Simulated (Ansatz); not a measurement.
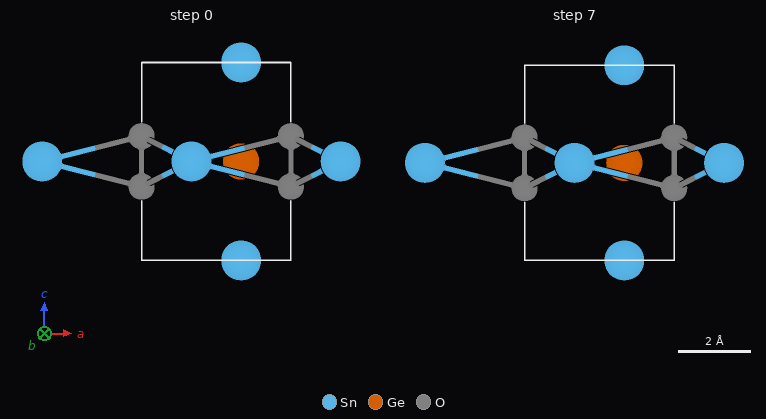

The structure of solid Sn2GeO2 (a generated structure, set up in P-6m2) before (left) and after (right) a relaxation, at one scale.

Style: ball-and-stick. Shown: the cell of the calculation, along the b axis.

All numbers below come from Ansatz 0.2.0, DFT PBE, scalar-relativistic, plane waves, PAW. (plane-wave cutoff 420 eV; k-point mesh 12 × 12 × 8; occupations gaussian; smearing width 0.1 eV; no spin polarisation; cell and atoms relaxed; force threshold 0.01 eV/Å; at most 80 steps)

Question: Summarise the run.

Answer: The largest moves relative to the cell, 0.012 Å, are those of O atoms. Sn and Ge stay in place. Cell: a = b 4.794 → 4.805 Å (+0.2 %), c 5.508 → 5.429 Å (−1.4 %). Volume −1.0 %. Some distances before and after: O–Sn 2.855 → 2.862 Å. The space group stays P-6m2 (No. 187). Over 4 accepted moves (7 points after the start) the energy falls by 1.5 meV per atom. Largest force component: 0.036 eV/Å at the start, under 0.0001 eV/Å at the end. Pressure: −0.29 GPa at the start and 0.00 GPa at the end. The line search rejected the trial step at point 3 of the run. At 2 points the geometry stayed and the basis and grid were re-selected for the new cell (energy shift of 0.2 meV per atom at most each time).
